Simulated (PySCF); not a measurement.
# Geometry relaxation of C2F2 (charge +1) (part 2 of 2)

C2F2, charge +1, multiplicity 2; BP86/def2-SVP, UKS (PySCF 2.14.0). The atoms were displaced at random from an optimised geometry. The geometry is that of the parent species in another charge or spin state.

Geometry of the input (Å):
```
F  -0.1213  0.1041  1.8304
C  -0.0283  0.0083  0.5712
C  0.0798  -0.0344  -0.5846
F  0.1719  -0.1395  -1.8749
```

**The program's output, continued**
```
Geometry optimization cycle 11
Cartesian coordinates (Angstrom)
 Atom        New coordinates             dX        dY        dZ
   F  -0.104810   0.133448   1.818608    0.000729 -0.002746 -0.003060
   C  -0.086804  -0.100185   0.604635   -0.003837 -0.007909 -0.001428
   C   0.143913   0.082644  -0.636852    0.008873  0.019392 -0.000844
   F   0.149490  -0.177738  -1.844121   -0.005924 -0.008796  0.005329
converged SCF energy = -275.147342202597  <S^2> = 0.75118129  2S+1 = 2.0011809
--------------- SecondOrderUKS_Scanner gradients ---------------
         x                y                z
0 F    -0.0004604084    -0.0010416141    -0.0003242271
1 C     0.0008653332     0.0017611504    -0.0001014957
2 C    -0.0002646012    -0.0010743447    -0.0026946098
3 F    -0.0001423681     0.0003544040     0.0031243063
----------------------------------------------
cycle 11: E = -275.147342203  dE = -7.05353e-05  norm(grad) = 0.00486365
Step   10 : Displace = 1.312e-02/2.114e-02 (rms/max) Trust = 3.000e-01 (=) Grad = 2.432e-03/3.148e-03 (rms/max) E (change) = -275.1473422026 (-7.054e-05) Quality = 1.367
Hessian Eigenvalues: 1.79292e-02 5.00000e-02 5.00000e-02 ... 8.32945e-01 8.79302e-01 1.09402e+00

Geometry optimization cycle 12
Cartesian coordinates (Angstrom)
 Atom        New coordinates             dX        dY        dZ
   F  -0.102175   0.135315   1.815300    0.002635  0.001867 -0.003308
   C  -0.092142  -0.111392   0.604123   -0.005338 -0.011207 -0.000513
   C   0.149650   0.095340  -0.636419    0.005738  0.012696  0.000433
   F   0.146412  -0.181138  -1.840977   -0.003078 -0.003400  0.003145
converged SCF energy = -275.147388019939  <S^2> = 0.75121602  2S+1 = 2.0012156
--------------- SecondOrderUKS_Scanner gradients ---------------
         x                y                z
0 F    -0.0003792484    -0.0009180172    -0.0003935074
1 C     0.0005672278     0.0012235803     0.0000612776
2 C     0.0000610446    -0.0001724558    -0.0016820980
3 F    -0.0002495881    -0.0001327750     0.0020193010
----------------------------------------------
cycle 12: E = -275.14738802  dE = -4.58173e-05  norm(grad) = 0.00315983
Step   11 : Displace = 9.970e-03/1.373e-02 (rms/max) Trust = 3.000e-01 (=) Grad = 1.580e-03/2.039e-03 (rms/max) E (change) = -275.1473880199 (-4.582e-05) Quality = 1.418
Hessian Eigenvalues: 1.67708e-02 5.00000e-02 5.00000e-02 ... 8.18436e-01 8.75412e-01 9.72075e-01

Geometry optimization cycle 13
Cartesian coordinates (Angstrom)
 Atom        New coordinates             dX        dY        dZ
   F  -0.098590   0.140607   1.812821    0.003586  0.005292 -0.002479
   C  -0.097415  -0.122612   0.604871   -0.005273 -0.011220  0.000748
   C   0.151243   0.099034  -0.635283    0.001592  0.003694  0.001135
   F   0.146458  -0.178969  -1.840781    0.000046  0.002168  0.000195
converged SCF energy = -275.147416591048  <S^2> = 0.75123992  2S+1 = 2.0012395
--------------- SecondOrderUKS_Scanner gradients ---------------
         x                y                z
0 F    -0.0001391707    -0.0004009791    -0.0003147860
1 C     0.0001050711     0.0003709364     0.0004671704
2 C     0.0001767196     0.0003841500    -0.0001219009
3 F    -0.0001420989    -0.0003538899    -0.0000282149
----------------------------------------------
cycle 13: E = -275.147416591  dE = -2.85711e-05  norm(grad) = 0.000992981
Step   12 : Displace = 7.444e-03/1.224e-02 (rms/max) Trust = 3.000e-01 (=) Grad = 4.965e-04/6.057e-04 (rms/max) E (change) = -275.1474165910 (-2.857e-05) Quality = 1.242
Hessian Eigenvalues: 1.99532e-02 4.99983e-02 5.00000e-02 ... 8.35724e-01 8.68802e-01 9.96960e-01

Geometry optimization cycle 14
Cartesian coordinates (Angstrom)
 Atom        New coordinates             dX        dY        dZ
   F  -0.097317   0.143367   1.812602    0.001273  0.002760 -0.000219
   C  -0.098605  -0.125400   0.605489   -0.001190 -0.002788  0.000618
   C   0.149783   0.095843  -0.634772   -0.001460 -0.003191  0.000511
   F   0.147809  -0.175765  -1.841842    0.001351  0.003204 -0.001061
converged SCF energy = -275.147421955662  <S^2> = 0.75124017  2S+1 = 2.0012398
--------------- SecondOrderUKS_Scanner gradients ---------------
         x                y                z
0 F    -0.0000213553    -0.0000891153    -0.0001153965
1 C    -0.0000312054     0.0000594688     0.0004315658
2 C     0.0000623227     0.0001826659     0.0001539074
3 F    -0.0000097055    -0.0001530224    -0.0004696329
----------------------------------------------
cycle 14: E = -275.147421956  dE = -5.36461e-06  norm(grad) = 0.000719359
Step   13 : Displace = 3.338e-03/3.591e-03 (rms/max) Trust = 3.000e-01 (=) Grad = 3.597e-04/4.940e-04 (rms/max) E (change) = -275.1474219557 (-5.365e-06) Quality = 1.151
Hessian Eigenvalues: 1.99028e-02 4.99726e-02 5.00000e-02 ... 8.31937e-01 8.69882e-01 1.00846e+00

Geometry optimization cycle 15
Cartesian coordinates (Angstrom)
 Atom        New coordinates             dX        dY        dZ
   F  -0.097102   0.143776   1.812450    0.000215  0.000408 -0.000152
   C  -0.098724  -0.125928   0.605411   -0.000119 -0.000528 -0.000078
   C   0.149454   0.095078  -0.634634   -0.000329 -0.000765  0.000138
   F   0.148042  -0.174880  -1.841779    0.000232  0.000885  0.000063
converged SCF energy = -275.147422232612  <S^2> = 0.75123853  2S+1 = 2.0012381
--------------- SecondOrderUKS_Scanner gradients ---------------
         x                y                z
0 F     0.0000048280    -0.0000039383    -0.0000306478
1 C    -0.0000089410     0.0000034956     0.0000418331
2 C     0.0000000300     0.0000422282     0.0001460484
3 F     0.0000040844    -0.0000417886    -0.0001571707
----------------------------------------------
cycle 15: E = -275.147422233  dE = -2.7695e-07  norm(grad) = 0.000228909
```

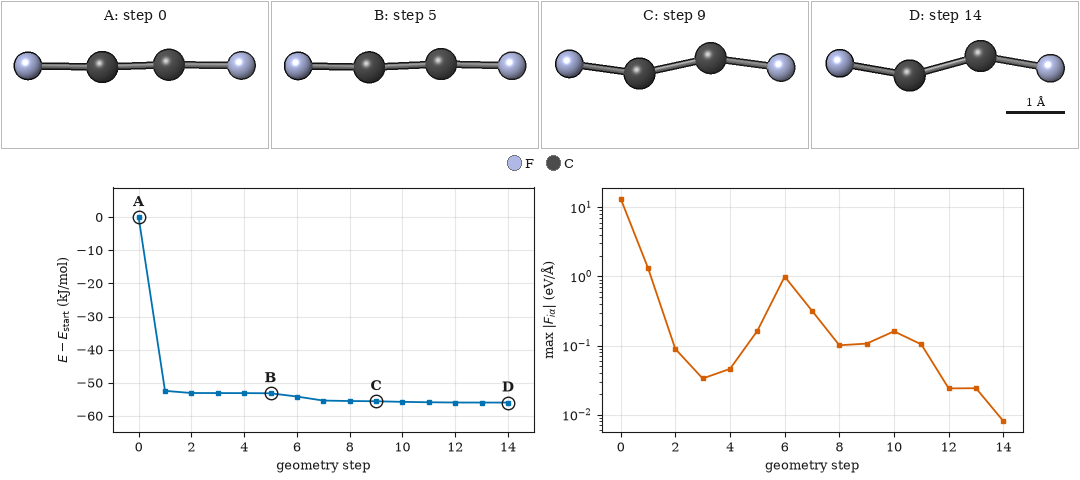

Fig. 1: Frames of the relaxation (ball-and-stick view, seen at a tilt) above the curves, on which the letters mark them (steps are counted from 0).

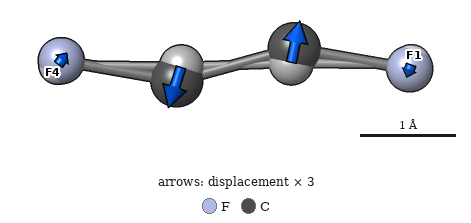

Fig. 2: Start (faint) and end (solid) with the displacements as blue arrows, magnified 3 times (ball-and-stick view, seen at a tilt). The two geometries are laid on each other by the best rigid fit. Over 14 geometry steps the energy falls by 56.0 kJ/mol. Largest force component: 13 eV/Å at the start, 0.0081 eV/Å at the end. The largest moves after the best rigid fit, 0.15 Å, are those of C2 and C3. By element the largest moves are C 0.15 Å, F 0.06 Å. Among the contacts that change: C2–C3 1.162 → 1.284 Å, C3–F4 1.298 → 1.237 Å, F1–C2 1.266 → 1.237 Å. Among the angles that change: F1–C2–C3 177.5° → 154.8°, C2–C3–F4 177.2° → 154.8°. (Atoms are counted from 1 in the order of the input.)

```
Step   14 : Displace = 7.109e-04/8.963e-04 (rms/max) Trust = 3.000e-01 (=) Grad = 1.145e-04/1.627e-04 (rms/max) E (change) = -275.1474222326 (-2.769e-07) Quality = 0.750
Hessian Eigenvalues: 1.99028e-02 4.99726e-02 5.00000e-02 ... 8.31937e-01 8.69882e-01 1.00846e+00
Converged! =D

converged: True
F          -0.09710218        0.14377576        1.81245026
C          -0.09872416       -0.12592833        0.60541101
C           0.14945405        0.09507763       -0.63463418
F           0.14804157       -0.17487985       -1.84177872

WARN: HOMO -0.261696428447015 >= LUMO -0.261696428447016

converged SCF energy = -275.147422232618  <S^2> = 0.75123852  2S+1 = 2.0012381
E(BP86) = -275.147422233
frequencies (1/cm) [ 254.4  258.5  294.5  851.3 1540.2 2197.9]
temperature 298.1500 [K]
pressure 101325.00 [Pa]
Rotational constants [GHz] 666.50743 3.67490 3.65475
Symmetry number 2
Zero-point energy (ZPE) 0.01229 [Eh]   32280.234 [J/mol]
                           tot       elec      trans        rot        vib
Entropy [J/mol/K]       269.475      5.763    160.222     82.570     20.920
Cv [J/mol/K]             49.329      0.000     12.472     12.472     24.385
Cp [J/mol/K]             57.643      0.000     20.786     12.472     24.385
Internal energy [J/mol]                      3718.434   3718.434  36090.751
Internal energy [Eh]   -275.13084  -275.14742
Enthalpy [J/mol]                             6197.391   3718.434  36090.751
Enthalpy [Eh]          -275.12990
Gibbs free energy [J/mol]                  -41572.782 -20899.774  29853.544
Gibbs free energy [Eh] -275.16050
```

**Trajectory as extended XYZ (Å, eV, eV/Å), 15 frames, from step=0 to step=14**
```
4
Properties=species:S:1:pos:R:3:forces:R:3 step=0 energy=-7486.56270
F    -0.1213    0.1041    1.8304    0.1140  -0.1559  -1.7201
C    -0.0283    0.0083    0.5712   -1.0307   0.5946  11.8609
C     0.0798   -0.0344   -0.5846    1.1289  -0.7320 -13.3381
F     0.1719   -0.1395   -1.8749   -0.2122   0.2934   3.1974
4
Properties=species:S:1:pos:R:3:forces:R:3 step=1 energy=-7487.10614
F    -0.1224    0.1047    1.8424    0.0305  -0.0144  -0.3386
C    -0.0307    0.0114    0.6060   -0.0963   0.0273   0.9832
C     0.0826   -0.0395   -0.6321    0.1165  -0.0643  -1.3247
F     0.1725   -0.1381   -1.8740   -0.0507   0.0514   0.6802
4
Properties=species:S:1:pos:R:3:forces:R:3 step=2 energy=-7487.11293
F    -0.1218    0.1052    1.8387    0.0053   0.0139   0.0139
C    -0.0313    0.0104    0.6074   -0.0248  -0.0297   0.0893
C     0.0830   -0.0399   -0.6368    0.0184   0.0287  -0.0351
F     0.1722   -0.1372   -1.8671    0.0011  -0.0129  -0.0681
4
Properties=species:S:1:pos:R:3:forces:R:3 step=3 energy=-7487.11309
F    -0.1216    0.1058    1.8394    0.0058   0.0127   0.0045
C    -0.0319    0.0094    0.6081   -0.0190  -0.0334   0.0209
C     0.0832   -0.0395   -0.6371    0.0172   0.0313  -0.0132
F     0.1723   -0.1372   -1.8682   -0.0040  -0.0106  -0.0122
4
Properties=species:S:1:pos:R:3:forces:R:3 step=4 energy=-7487.11325
F    -0.1212    0.1068    1.8399    0.0064   0.0118  -0.0046
C    -0.0330    0.0072    0.6087   -0.0142  -0.0387  -0.0460
C     0.0839   -0.0382   -0.6374    0.0165   0.0376   0.0208
F     0.1723   -0.1374   -1.8690   -0.0087  -0.0108   0.0297
4
Properties=species:S:1:pos:R:3:forces:R:3 step=5 energy=-7487.11372
F    -0.1199    0.1100    1.8407    0.0083   0.0112  -0.0227
C    -0.0368    0.0000    0.6098   -0.0079  -0.0519  -0.1632
C     0.0867   -0.0330   -0.6379    0.0185   0.0546   0.0776
F     0.1721   -0.1384   -1.8704   -0.0189  -0.0138   0.1084
4
Properties=species:S:1:pos:R:3:forces:R:3 step=6 energy=-7487.12398
F    -0.1017    0.1490    1.8323   -0.0008  -0.0550  -0.2140
C    -0.0860   -0.0968    0.6163    0.0542   0.0183  -0.4193
C     0.1242    0.0400   -0.6349    0.0373  -0.0007  -0.3600
F     0.1658   -0.1538   -1.8714   -0.0909   0.0373   0.9933
4
Properties=species:S:1:pos:R:3:forces:R:3 step=7 energy=-7487.13657
F    -0.1038    0.1419    1.8236    0.0008  -0.0102  -0.0381
C    -0.0835   -0.0932    0.6082   -0.0409  -0.0514   0.1219
C     0.1290    0.0505   -0.6338    0.0726   0.0760  -0.3186
F     0.1604   -0.1609   -1.8558   -0.0326  -0.0145   0.2348
4
Properties=species:S:1:pos:R:3:forces:R:3 step=8 energy=-7487.13795
F    -0.1052    0.1380    1.8223    0.0105   0.0189  -0.0017
C    -0.0825   -0.0914    0.6066   -0.0493  -0.0793   0.0790
C     0.1323    0.0573   -0.6353    0.0537   0.1009  -0.0336
F     0.1575   -0.1656   -1.8513   -0.0150  -0.0406  -0.0437
4
Properties=species:S:1:pos:R:3:forces:R:3 step=9 energy=-7487.13868
F    -0.1055    0.1362    1.8217    0.0156   0.0318   0.0054
C    -0.0830   -0.0923    0.6061   -0.0494  -0.0880   0.0462
C     0.1350    0.0633   -0.6360    0.0419   0.0962   0.0551
F     0.1554   -0.1689   -1.8495   -0.0081  -0.0400  -0.1068
4
Properties=species:S:1:pos:R:3:forces:R:3 step=10 energy=-7487.14060
F    -0.1048    0.1334    1.8186    0.0237   0.0536   0.0167
C    -0.0868   -0.1002    0.6046   -0.0445  -0.0906   0.0052
C     0.1439    0.0826   -0.6369    0.0136   0.0552   0.1386
F     0.1495   -0.1777   -1.8441    0.0073  -0.0182  -0.1607
4
Properties=species:S:1:pos:R:3:forces:R:3 step=11 energy=-7487.14185
F    -0.1022    0.1353    1.8153    0.0195   0.0472   0.0202
C    -0.0921   -0.1114    0.6041   -0.0292  -0.0629  -0.0032
C     0.1497    0.0953   -0.6364   -0.0031   0.0089   0.0865
F     0.1464   -0.1811   -1.8410    0.0128   0.0068  -0.1038
4
Properties=species:S:1:pos:R:3:forces:R:3 step=12 energy=-7487.14263
F    -0.0986    0.1406    1.8128    0.0072   0.0206   0.0162
C    -0.0974   -0.1226    0.6049   -0.0054  -0.0191  -0.0240
C     0.1512    0.0990   -0.6353   -0.0091  -0.0198   0.0063
F     0.1465   -0.1790   -1.8408    0.0073   0.0182   0.0015
4
Properties=species:S:1:pos:R:3:forces:R:3 step=13 energy=-7487.14277
F    -0.0973    0.1434    1.8126    0.0011   0.0046   0.0059
C    -0.0986   -0.1254    0.6055    0.0016  -0.0031  -0.0222
C     0.1498    0.0958   -0.6348   -0.0032  -0.0094  -0.0079
F     0.1478   -0.1758   -1.8418    0.0005   0.0079   0.0241
4
Properties=species:S:1:pos:R:3:forces:R:3 step=14 energy=-7487.14278
F    -0.0971    0.1438    1.8124   -0.0002   0.0002   0.0016
C    -0.0987   -0.1259    0.6054    0.0005  -0.0002  -0.0022
C     0.1495    0.0951   -0.6346    0.0000  -0.0022  -0.0075
F     0.1480   -0.1749   -1.8418   -0.0002   0.0021   0.0081
```

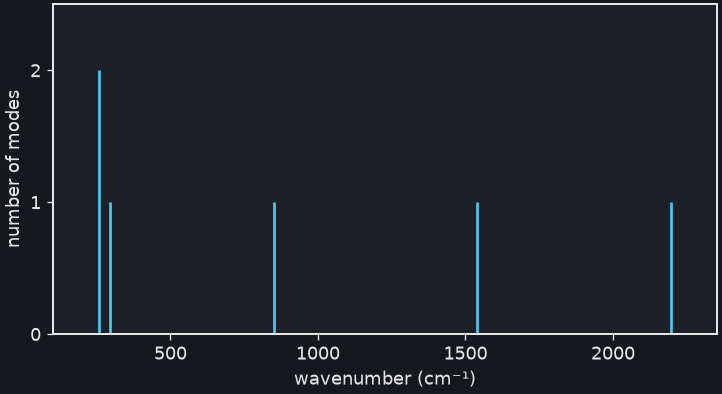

Fig. 3: Harmonic vibrational wavenumbers from the force constants; neighbouring modes closer than 9 cm⁻¹ are counted in one stick. 6 modes from 254 to 2198 cm⁻¹, none imaginary.

**Key numbers**

- outcome: converged
- total energy: −275.147422 hartree
- basis functions: 56
- ⟨S²⟩: 0.751
- zero-point energy: 0.012295 hartree
- wavenumbers, lowest and highest: 254 and 2198 cm⁻¹
- wall time: 4 min
- peak memory: 0.99 GiB

**Notes**

The record of the run, not the program, notes: dipole of an ion depends on the origin.
